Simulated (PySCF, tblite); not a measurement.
**C₈H₈Cl radical: geometry, infrared bands and EPR parameters**

What infrared bands and EPR parameters should C₈H₈Cl radical (`CC#CC1=CC[C](Cl)C1`) show?

Computed with tblite 0.8.0 and PySCF 2.14.0, with density-fitted response routines of our own, on a single molecule in the gas phase. Atoms count from 0, in the outputs and in this text.

**1. The molecule as given**

17 atoms, charge 0, multiplicity 2; geometry from: force field or distance geometry start.

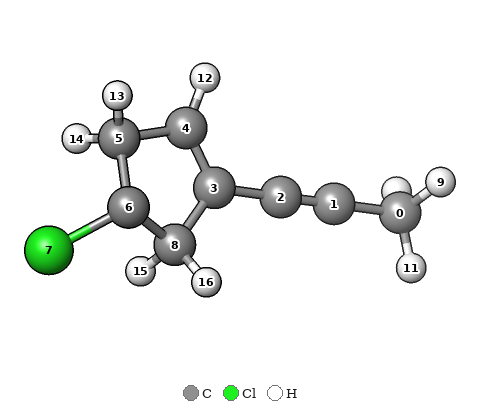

The starting geometry (carbon grey, chlorine green, hydrogen white), atoms numbered; sticks join atoms by distance.

**2. Optimising the geometry with GFN2-xTB**

The job: settings as JSON, then the geometry in Å.

```
{"job": {"kind": "relax", "xc": "GFN2-xTB", "basis": "xTB"}, "charge": 0, "multiplicity": 2}
C      3.704200    -0.735400    -0.253500
C      2.275200    -0.427700    -0.034700
C      1.120100    -0.187000     0.147200
C     -0.299800     0.127300     0.329500
C     -0.769000     1.334200     0.255300
C     -2.255600     1.271200     0.502700
C     -2.438500    -0.032600     1.264800
Cl    -3.957600    -0.755800     0.749700
C     -1.315900    -0.884200     0.649400
H      4.312400    -0.164600     0.500300
H      4.025800    -0.390200    -1.262700
H      3.816300    -1.822000    -0.152100
H     -0.229300     2.260300     0.038700
H     -2.461200     2.148900     1.145800
H     -2.786000     1.282100    -0.448700
H     -1.743200    -1.395900    -0.235600
H     -1.004800    -1.616400     1.443500
```

On the command line:

```console
OMP_NUM_THREADS=1 python probes_run.py task.json out
```

This one command runs all jobs of the session in turn.

Output:

```text
step      E/eV     max force
  0    -696.32796    4.325
  1    -696.57926    5.603
  2    -696.79709    3.428
  3    -696.94814    1.596
  4    -697.02398    0.656
  5    -697.07668    0.688
  6    -697.11167    0.660
  7    -697.17019    0.544
  8    -697.20598    0.469
  9    -697.22789    0.369
 10    -697.24272    0.308
 11    -697.25769    0.346
 12    -697.27378    0.309
 13    -697.28605    0.238
 14    -697.29285    0.198
 15    -697.29784    0.175
 16    -697.30251    0.149
 17    -697.30547    0.110
 18    -697.30696    0.081
 19    -697.30803    0.076
 20    -697.30920    0.080
 21    -697.31033    0.073
 22    -697.31125    0.062
 23    -697.31205    0.059
 24    -697.31292    0.074
 25    -697.31377    0.088
 26    -697.31447    0.069
 27    -697.31505    0.063
 28    -697.31543    0.097
 29    -697.31610    0.080
 30    -697.31677    0.068
 31    -697.31764    0.072
 32    -697.31801    0.058
 33    -697.31845    0.046
 34    -697.31870    0.053
 35    -697.31892    0.033
 36    -697.31908    0.029
 37    -697.31918    0.021
 38    -697.31926    0.024
 39    -697.31934    0.021
 40    -697.31941    0.020
 41    -697.31950    0.021
 42    -697.31960    0.020
 43    -697.31969    0.019
 44    -697.31974    0.016
 45    -697.31978    0.014
 46    -697.31983    0.021
 47    -697.31990    0.030
 48    -697.31997    0.033
 49    -697.32004    0.026
 50    -697.32011    0.020
 51    -697.32019    0.023
 52    -697.32031    0.031
 53    -697.32045    0.042
 54    -697.32060    0.043
 55    -697.32074    0.038
 56    -697.32086    0.030
 57    -697.32098    0.029
 58    -697.32108    0.027
 59    -697.32115    0.026
 60    -697.32121    0.023
 61    -697.32126    0.018
 62    -697.32130    0.013
 63    -697.32132    0.012
 64    -697.32134    0.010
 65    -697.32135    0.011
 66    -697.32137    0.010
```

Wall time 0.45 s (1 thread of Arm Neoverse V2, shared host).

Step by step: (not every step is listed)

| step | energy from step 0 (eV) | largest force (eV/Å) |
| --- | --- | --- |
| 0 | 0.0000 | 4.3247 |
| 1 | -0.2513 | 5.6029 |
| 2 | -0.4691 | 3.4280 |
| 3 | -0.6202 | 1.5958 |
| 4 | -0.6960 | 0.6564 |
| 5 | -0.7487 | 0.6883 |
| 6 | -0.7837 | 0.6602 |
| 7 | -0.8422 | 0.5435 |
| 8 | -0.8780 | 0.4688 |
| 13 | -0.9581 | 0.2382 |
| 18 | -0.9790 | 0.0808 |
| 23 | -0.9841 | 0.0593 |
| 28 | -0.9875 | 0.0967 |
| 33 | -0.9905 | 0.0460 |
| 38 | -0.9913 | 0.0242 |
| 43 | -0.9917 | 0.0187 |
| 48 | -0.9920 | 0.0327 |
| 53 | -0.9925 | 0.0418 |
| 58 | -0.9931 | 0.0271 |
| 61 | -0.9933 | 0.0176 |
| 62 | -0.9933 | 0.0127 |
| 63 | -0.9934 | 0.0124 |
| 64 | -0.9934 | 0.0100 |
| 65 | -0.9934 | 0.0107 |
| 66 | -0.9934 | 0.0100 |

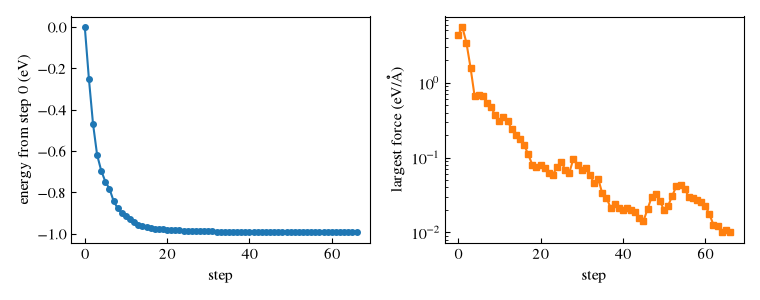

Energy and largest force along the relaxation.

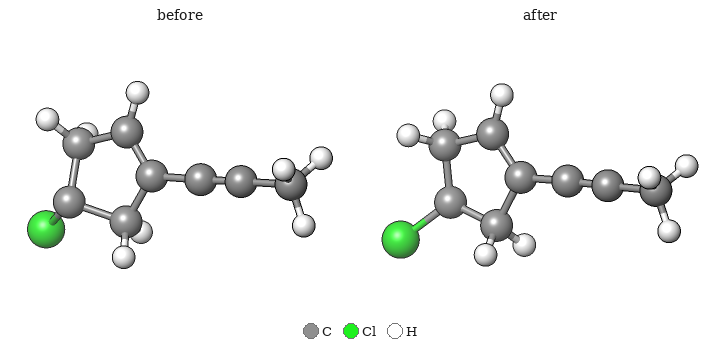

Before and after, at one scale.

Distances of close pairs at the start and the end, largest changes first:

| bond | before (Å) | after (Å) | change (Å) |
| --- | --- | --- | --- |
| C2–C3 | 1.466 | 1.406 | -0.059 |
| C6–Cl7 | 1.760 | 1.702 | -0.057 |
| C6–C8 | 1.538 | 1.487 | -0.051 |
| C3–C8 | 1.469 | 1.510 | +0.041 |
| C3–C4 | 1.297 | 1.336 | +0.039 |
| C0–H9 | 1.124 | 1.090 | -0.034 |
| C0–C1 | 1.478 | 1.444 | -0.034 |
| C5–C6 | 1.521 | 1.488 | -0.033 |

The end geometry stands in the next job.

**3. Vibrational analysis with GFN2-xTB**

The job: settings as JSON, then the geometry in Å.

```
{"job": {"kind": "ir", "xc": "GFN2-xTB", "basis": "xTB"}, "charge": 0, "multiplicity": 2}
C      3.663735    -0.775432    -0.220349
C      2.271403    -0.434179    -0.046353
C      1.114893    -0.133034     0.097099
C     -0.246196     0.173855     0.272403
C     -0.813491     1.381729     0.214645
C     -2.290552     1.329124     0.451536
C     -2.525068    -0.132712     0.604924
Cl    -3.975489    -0.771730     1.225444
C     -1.257287    -0.908355     0.564299
H      4.269632    -0.262789     0.526891
H      4.000219    -0.474229    -1.212405
H      3.802522    -1.850867    -0.111182
H     -0.299975     2.307243     0.021814
H     -2.583447     1.904201     1.342063
H     -2.851668     1.762730    -0.387733
H     -1.252072    -1.682553    -0.213669
H     -1.034156    -1.420974     1.510123
```

Output:

```text
mode    cm-1     km/mol
  1     -28.7      0.01
  2      50.0      0.01
  3      74.2      0.28
  4     107.6      0.38
  5     191.1     15.73
  6     237.6      1.79
  7     255.8      0.07
  8     281.1      0.20
  9     328.8      0.18
 10     361.9      0.60
 11     460.9      0.90
 12     483.6      0.37
 13     515.2      0.35
 14     770.1     14.58
 15     800.6      1.65
 16     838.1      5.93
 17     887.0      0.13
 18     923.0      0.09
 19    1008.5     39.63
 20    1019.0      9.17
 21    1021.9     18.20
 22    1029.2      3.94
 23    1056.9      0.12
 24    1061.2      6.69
 25    1075.1      4.04
 26    1203.3      0.12
 27    1224.0     17.95
 28    1253.3      6.47
 29    1276.3     27.44
 30    1320.8      1.43
 31    1389.9      0.85
 32    1436.6     12.59
 33    1438.6      1.92
 34    1452.7      5.53
 35    1452.9      5.84
 36    1666.9      1.49
 37    2370.7     61.68
 38    2829.8     20.12
 39    2848.6     15.56
 40    2885.1     48.06
 41    2901.7     15.42
 42    2998.3     21.55
 43    3001.3     22.36
 44    3008.6     35.11
 45    3126.7     34.85
```

Run time: 0.59 s. Hardware: 1 thread of Arm Neoverse V2, shared host.

The strongest bands and the atoms that carry them (share of the mass-weighted mode):

| cm⁻¹ | km/mol | atoms |
| --- | --- | --- |
| 1008 | 39.6 | C3 17 %, C0 15 %, C8 12 %, H16 10 % |
| 1276 | 27.4 | C5 31 %, H13 15 %, H14 15 %, C6 12 % |
| 2371 | 61.7 | C1 50 %, C2 49 % |
| 2885 | 48.1 | H14 60 %, H13 32 % |
| 2998 | 21.6 | H9 55 %, H10 36 % |
| 3001 | 22.4 | H11 41 %, H10 33 %, H9 18 % |
| 3009 | 35.1 | H11 52 %, H10 25 %, H9 21 % |
| 3127 | 34.9 | H12 92 % |

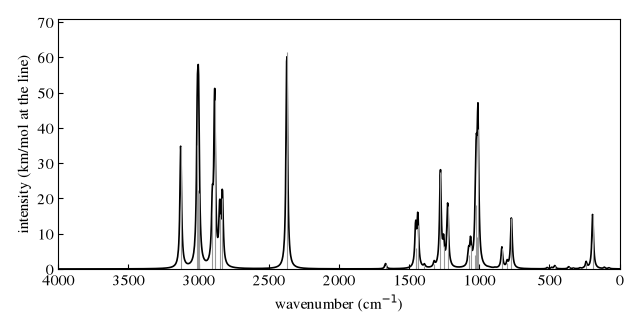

The infrared spectrum from these modes, unscaled. Lines are broadened to a width of 14 cm⁻¹ (Lorentzian).

**4. g tensor and hyperfine couplings: B3LYP/pcH-1**

The job, as its differences from that of step 3:

```diff
@@ -1,2 +1,2 @@
-{"job": {"kind": "ir", "xc": "GFN2-xTB", "basis": "xTB"}, "charge": 0, "multiplicity": 2}
+{"job": {"kind": "epr", "basis": "pcH-1"}, "charge": 0, "multiplicity": 2}
 C      3.663735    -0.775432    -0.220349
```

With the program's defaults for keys left out, this is: UKS B3LYP, pcH-1 on C Cl H, non-relativistic, mean-field spin-orbit, GIAO.

Output:

```text
UKS, coarse grid
  cycle   1  E = -769.71280917  |g| = 3.39e-01
  cycle   2  E = -769.72079329  |g| = 3.02e-01
  cycle   3  E = -769.76683105  |g| = 6.46e-02
  cycle   4  E = -769.76690644  |g| = 6.46e-02
  cycle   5  E = -769.76893991  |g| = 9.06e-03
  cycle   6  E = -769.76897942  |g| = 3.61e-03
  cycle   7  E = -769.76898554  |g| = 9.39e-04
UKS, final grid
  cycle   1  E = -769.76901190  |g| = 1.11e-03
  cycle   2  E = -769.76901120  |g| = 1.65e-03
  cycle   3  E = -769.76901254  |g| = 2.31e-04
  cycle   4  E = -769.76901256  |g| = 8.24e-05
  cycle   5  E = -769.76901256  |g| = 6.94e-05
  cycle   6  E = -769.76901257  |g| = 2.15e-05
E = -769.76901257 Eh   <S^2> = 0.7543 (exact 0.7500)
g shifts (ppm)      1          2          3
  rmc          -166       -166       -166
  gc              1         30         16
  oz_so        -634       4250       5692
  total        -799       4115       5542
hyperfine (MHz)  atom isotope    a_iso     a_fc   dipolar eigenvalues
    0   13C      -0.02      -0.02     -0.08     -0.07      0.15
    1   13C       0.01       0.01     -0.38      0.13      0.25
    2   13C      -0.98      -0.98     -0.36     -0.20      0.57
    3   13C       0.45       0.45     -1.27     -0.86      2.13
    4   13C       1.03       1.03     -1.14     -0.84      1.98
    5   13C     -28.54     -28.57     -2.02     -0.34      2.36
    6   13C     135.09     134.63    -82.23    -81.34    163.57
    7  35Cl       6.70       6.86    -26.93    -16.13     43.06
    8   13C     -28.77     -28.80     -2.05     -0.32      2.36
    9    1H      -0.06      -0.06     -0.24     -0.23      0.47
   10    1H       0.19       0.19     -0.24     -0.24      0.48
   11    1H       0.01       0.01     -0.27     -0.26      0.53
   12    1H      -1.71      -1.71     -1.65     -1.51      3.15
   13    1H      92.76      92.75     -4.33     -3.32      7.66
   14    1H     100.52     100.51     -4.84     -4.46      9.29
   15    1H     102.97     102.96     -4.87     -4.41      9.28
   16    1H      96.59      96.58     -4.32     -3.31      7.63
```

Run time: 2.3 min. Hardware: 1 thread of Arm Neoverse V2, shared host; peak memory 1.2 GiB.

Principal g values 2.00152, 2.00643, 2.00786; g(iso) = 2.00527, against 2.00232 for a free electron.

Hyperfine couplings; where a row names several nuclei, a(iso) is their mean (it holds for fast rotation or exchange) and the dipolar term the largest among them:

| nuclei | isotope | a(iso) (MHz) | a(iso) (G, at g = 2.0023) | largest dipolar term (MHz) |
| --- | --- | --- | --- | --- |
| C6 | 13C | 135.1 | 48.2 | 163.6 |
| H15, H16 | 1H | 99.8 | 35.6 | 9.3 |
| H13, H14 | 1H | 96.6 | 34.5 | 9.3 |
| C8 | 13C | -28.8 | -10.3 | 2.4 |
| C5 | 13C | -28.5 | -10.2 | 2.4 |
| Cl7 | 35Cl | 6.7 | 2.4 | 43.1 |
| H12 | 1H | -1.7 | -0.6 | 3.2 |
| C4 | 13C | 1.0 | 0.4 | 2.0 |
| C2 | 13C | -1.0 | -0.4 | 0.6 |
| C3 | 13C | 0.4 | 0.2 | 2.1 |
| H9, H10, H11 | 1H | 0.0 | 0.0 | 0.5 |
| C0 | 13C | 0.0 | 0.0 | 0.1 |
| C1 | 13C | 0.0 | 0.0 | -0.4 |

Mulliken spin populations:

C0 0.00; C1 0.00; C2 0.00; C3 0.00; C4 0.00; C5 -0.07; C6 0.90; Cl7 0.07; C8 -0.07; H9 0.00; H10 0.00; H11 0.00; H12 0.00; H13 0.05; H14 0.04; H15 0.04; H16 0.05

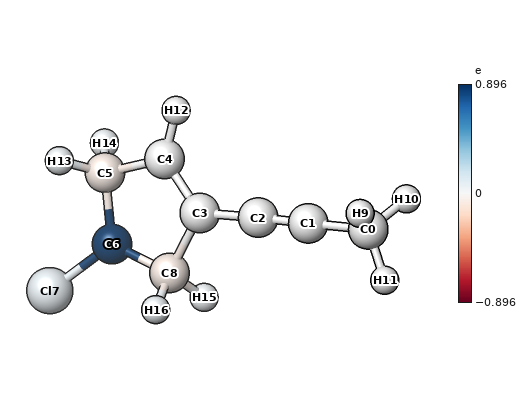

Mulliken spin populations, as colours on the atoms.

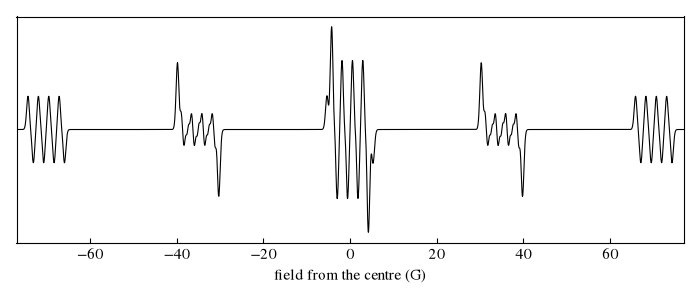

First-order isotropic spectrum (first derivative, main isotopes with spin only, couplings over 0.8 MHz, Gaussian width 0.4 G; couplings of the frozen geometry, rotation of groups not averaged beyond the rows shown).

The fields below are evaluated on a grid from the run's orbitals.

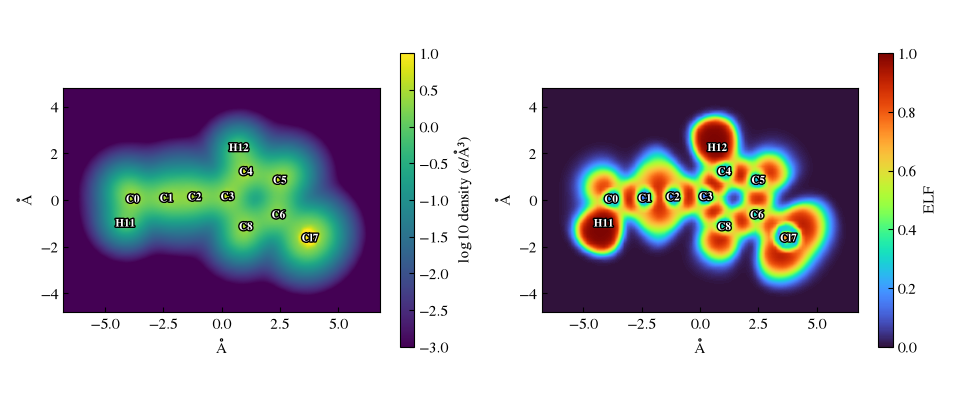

Density (left) and ELF (right) in a plane through or near 11 of the atoms.

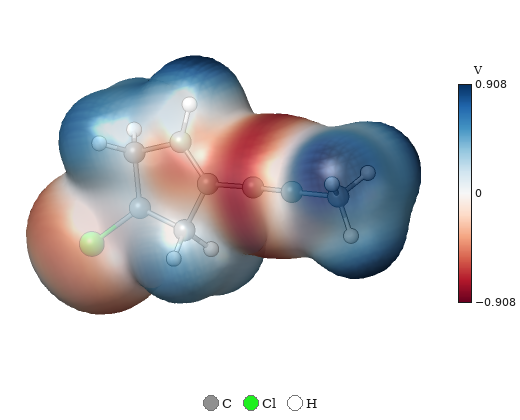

The potential that a unit positive charge feels on the 0.002 e/bohr³ surface, from -0.73 V near C2 to 0.91 V near H11.

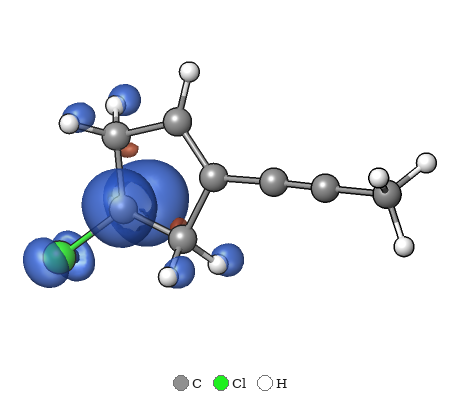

Spin density at ±0.04 e/Å³ (alpha excess blue, beta excess red).

**5. Summary of results**

| quantity | value |
| --- | --- |
| strongest single infrared mode (GFN2-xTB) | 2371 cm⁻¹, 62 km/mol |
| zero-point energy (GFN2-xTB) | 79.9 kcal/mol |
| g(iso) (B3LYP) | 2.00527 |
| ⟨S²⟩ | 0.754 (exact 0.75) |
| largest a(iso) (averaged by class) | 13C on C6, 135.1 MHz |
| surface potential, least and greatest | -0.73 V and 0.91 V |

In words: Over 66 steps the energy fell by 0.993 eV; of the close pairs, C2–C3 changed most, 1.466 to 1.406 Å. The lowest mode is imaginary (29i cm⁻¹), so the xTB geometry is not a minimum. The strongest single mode, at 2371 cm⁻¹, moves mainly C1 and C2. Unscaled tight-binding wavenumbers are off by several per cent, some by more. Its intensities can rank the bands wrongly. Most of the unpaired spin sits on C6 (0.90 e). The isotropic g lies 3.0 ppt above the free-electron value.
